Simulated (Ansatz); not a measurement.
## Electronic structure of AlClFH3OSi in real space

Input file:

```
crystal:
  periodic: [false, false, false]
  atoms:
    - { symbol: Al, position_ang: [0.0, 0.0, 0.0] }
    - { symbol: O, position_ang: [0.0, 0.0, 1.78] }
    - { symbol: Si, position_ang: [-1.3147, -0.4067, 2.7436] }
    - { symbol: H, position_ang: [-2.239, -1.2403, 1.9804] }
    - { symbol: H, position_ang: [-0.8506, -1.1432, 3.9157] }
    - { symbol: H, position_ang: [-1.9987, 0.8095, 3.1733] }
    - { symbol: F, position_ang: [1.4635, 0.0, -0.845] }
    - { symbol: Cl, position_ang: [-1.9312, 0.0, -1.115] }
basis:
  gaussian: { orbitals: "6-31G*" }
hamiltonian:
  xc: hf
relax:
  f_tol: 0.02
  max_steps: 40
output:
  orbitals: {}
```

Command:

```sh
ansatz run input.yaml --threads 1 --pin off --max-ram 2048MiB --backend cpu --events-out ev --progress --plain --runs-dir out
```

The fields are those of the run's last geometry, not of the input's.

These are results of Ansatz, RHF/6-31G*, not measurements.

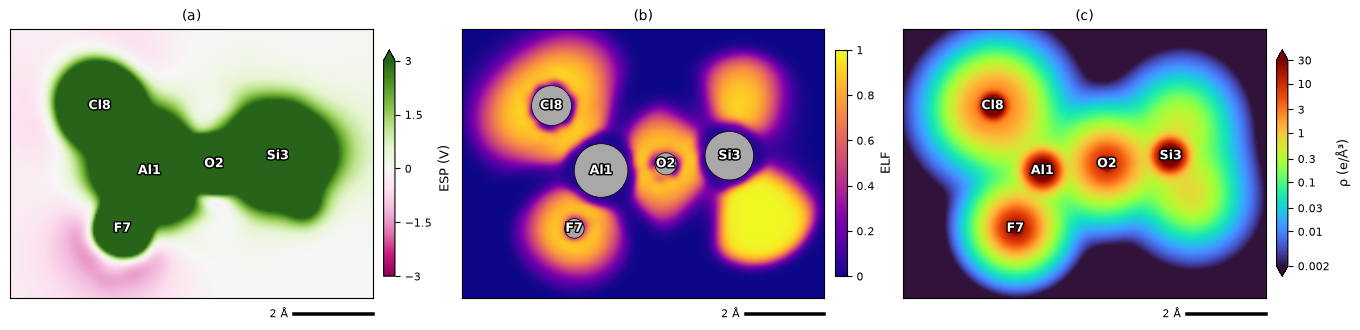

Figure 1. (a) molecular electrostatic potential; (b) ELF; (c) electron density on the plane of atoms O2, Al1 and Cl8. Grey discs cover the atomic cores in the ELF map.

Question: What do the fields say about this system?

Answer: Atoms in the plane: Al, O, Si, F and Cl. Al–F (1.63 Å): ρ at the midpoint is about 0.9 e/Å³; the ELF peaks at about 0.85 in the valence shell of F, 0.6 Å from its nucleus, and is about 0.20 at the midpoint. Si–O (1.63 Å): the density is about 1.1 e/Å³ at the midpoint; the ELF peaks at about 0.90 between the atoms (a shared but strongly polarised pair). Al–O (1.66 Å): ρ is about 0.88 e/Å³ halfway; the ELF peaks at about 0.85 in the valence shell of O, 0.6 Å from its nucleus, and is about 0.35 at the midpoint. Al–Cl (2.08 Å): the density is about 0.77 e/Å³ at the midpoint; the ELF peaks at about 0.90 in the valence shell of Cl, 0.9 Å from its nucleus, and is about 0.85 at the midpoint. The ELF also peaks beside F7, O2 and Cl8, away from the bonds: lone-pair regions. Outside the dense part of the molecule the potential is most negative (−1.5 V) near F7.

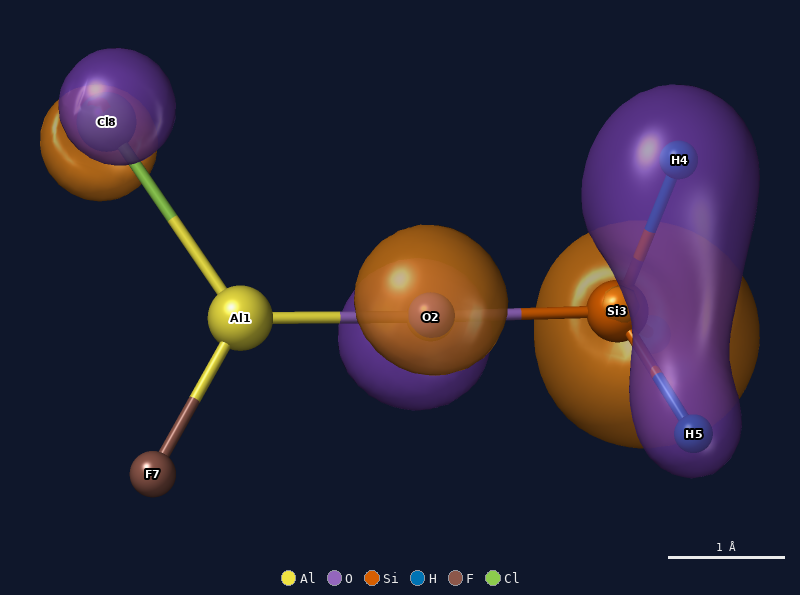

Figure 2. The HOMO−1 at ±0.15 Å⁻³ᐟ² (orange and purple are the two phases), seen at an oblique angle.

Question: What is the character of this orbital?

Answer: By Hirshfeld shares it lies mainly on Si3 (about 30 %), H6 (about 25 %), O2 (about 20 %), H4 (about 10 %) and Cl8 (about 10 %). Its energy is −12.71 eV.

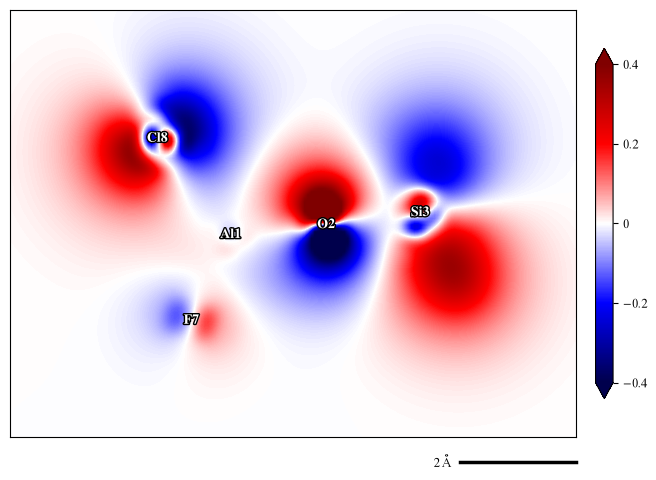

Figure 3. The HOMO on the plane of atoms O2, Al1 and Cl8 (values in Å⁻³ᐟ²; the overall sign is arbitrary).

Question: Describe this orbital and give its energy.

Answer: By Hirshfeld shares it lies mainly on Si3 (about 25 %), Cl8 (about 20 %), H5 (about 20 %), O2 (about 20 %) and H4 (about 15 %). Its energy is −12.60 eV.
